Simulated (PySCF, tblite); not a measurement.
**C₃H₁₂N₂Si₃: geometry, infrared bands and NMR shifts**

Aim: predict the infrared bands and NMR shifts of C₃H₁₂N₂Si₃ (`CC[Si@H](C#N)N([SiH3])[SiH3]`).

Computed with tblite 0.8.0 and PySCF 2.14.0, with density-fitted response routines of our own, on a single molecule in the gas phase. Atoms count from 0, in the outputs and in this text.

### 1 The molecule as given

20 atoms, charge 0, multiplicity 1; geometry from: force field or distance geometry start.

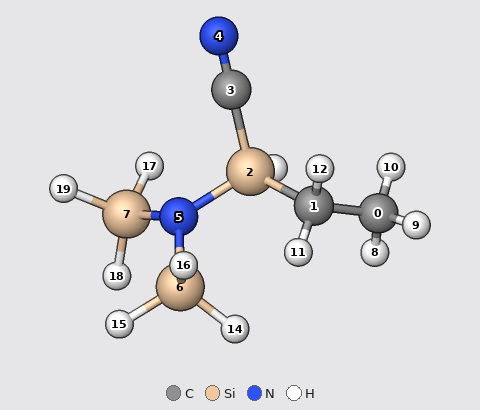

As it starts; carbon grey, silicon light orange, nitrogen blue, hydrogen white, atoms numbered; sticks join atoms by distance.

### 2 Geometry optimisation with GFN2-xTB

What the job is given:

```
{"job": {"kind": "relax", "xc": "GFN2-xTB", "basis": "xTB"}, "charge": 0, "multiplicity": 1}
C      2.747100     0.416100    -0.619600
C      1.625400    -0.545700    -0.301800
Si     0.317600     0.197300     0.784500
C      0.387400    -0.507500     2.442600
N      0.435600    -0.967900     3.529300
N     -1.289400    -0.104000     0.150600
Si    -1.392900    -0.923400    -1.397100
Si    -2.557300     0.996000     0.592100
H      2.363200     1.226200    -1.288700
H      3.581400    -0.124300    -1.106100
H      3.115000     0.849900     0.324700
H      1.189100    -0.950200    -1.237000
H      2.055200    -1.392500     0.307600
H      0.539100     1.638000     0.942000
H     -0.535300    -0.381500    -2.433400
H     -2.785600    -0.997000    -1.892500
H     -0.975500    -2.325000    -1.170700
H     -2.066000     1.950000     1.598400
H     -3.150700     1.741400    -0.520300
H     -3.608600     0.214900     1.292300
```

Run with:

```sh
$ OMP_NUM_THREADS=1 python probes_run.py task.json out
```

The driver reads the jobs from task.json and runs them one after another.

**Question.** This job is followed by: GFN2-xTB harmonic vibrations, gas phase; GIAO PBE0/pcSseg-1 NMR shielding, non-relativistic, gas phase. What will the session give for the following? strongest single infrared mode (GFN2-xTB); zero-point energy (GFN2-xTB); ¹³C shifts against TMS (PBE0/pcSseg-1); ¹H shifts against TMS (PBE0/pcSseg-1, means over atoms taken as alike); ²⁹Si shifts against TMS (PBE0/pcSseg-1, means over atoms taken as alike); ¹⁵N shifts against NH3 (PBE0/pcSseg-1).

**Answer**, as computed:

| quantity | value |
| --- | --- |
| strongest single infrared mode (GFN2-xTB) | 800 cm⁻¹, 841 km/mol |
| zero-point energy (GFN2-xTB) | 85.5 kcal/mol |
| ¹³C shifts against TMS (PBE0/pcSseg-1) | 126.9, 9.3, 8.1 ppm |
| ¹H shifts against TMS (PBE0/pcSseg-1, means over atoms taken as alike) | 4.95, 4.77, 1.28, 1.22, 1.19 ppm |
| ²⁹Si shifts against TMS (PBE0/pcSseg-1, means over atoms taken as alike) | -32.3, -48.6 ppm |
| ¹⁵N shifts against NH3 (PBE0/pcSseg-1) | 359.0, -10.7 ppm |

The optimisation took 229 steps and gained 0.551 eV; among the close pairs (by a distance rule), Si2–C3 changed most, from 1.803 to 1.874 Å. All 54 modes are real, so the xTB geometry is a minimum. The strongest single mode, at 800 cm⁻¹, has its largest shares on H14, H17, H16 and H18 (the list is cut at 4 atoms). Unscaled tight-binding wavenumbers are off by several per cent, some by more. Its intensities can rank the bands wrongly. At PBE0/pcSseg-1: The largest span, 584 ppm, is at N4, where the paramagnetic term is -431 ppm.
